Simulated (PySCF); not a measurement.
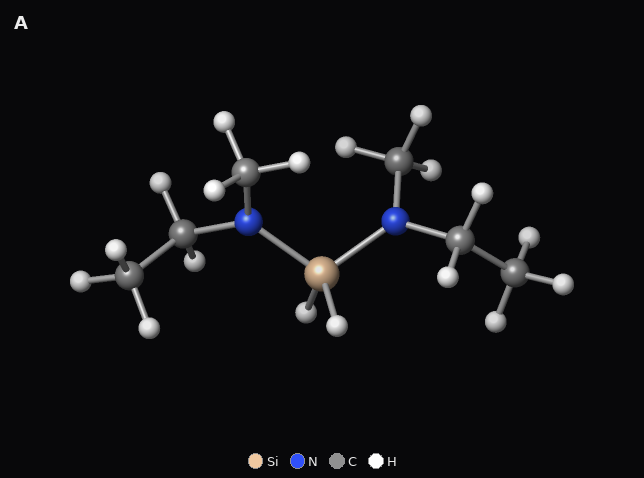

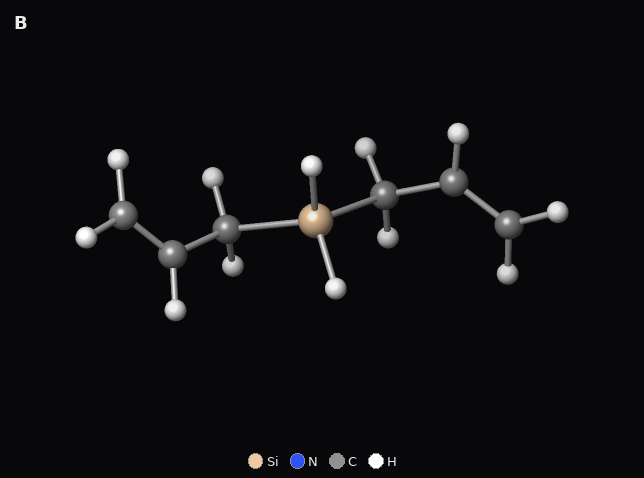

Two related species, optimised with PBE0-D3(BJ)/def2-SVP; properties computed with PySCF 2.14.0. Both: charge 0, singlet.

Question. Identify both.

Answer. A is Si(NMeEt)2H2 (CCN(C)[SiH2]N(C)CC), B is Si(eta1-allyl)2H2 (C=CC[SiH2]CC=C).

Compare them. With CAM-B3LYP/def2-SVPD: dipole moment (D), HOMO–LUMO gap (eV), HOMO energy (Kohn–Sham orbital) (eV), lowest vertical singlet excitation (eV), mean static polarisability (bohr³). With PBE0/pcSseg-1: shielding of Si (ppm), Hirshfeld charge of Si (e), IAO charge of Si (e). With PBE0-D3(BJ)/def2-SVP: mean Si–H length (Å).

```tsv
quantity	A	B
dipole moment (D)	0.75	0.89
HOMO–LUMO gap (eV)	8.84	9.20
HOMO energy (Kohn–Sham orbital) (eV)	−7.58	−8.19
lowest vertical singlet excitation (eV)	6.06	6.57
mean static polarisability (bohr³)	117.9	104.7
shielding of Si (ppm)	374.7	380.2
Hirshfeld charge of Si (e)	0.37	0.34
IAO charge of Si (e)	0.95	0.78
mean Si–H length (Å)	1.501	1.496
```

Each is one conformer, and no frequency run is at hand to confirm it as a minimum.
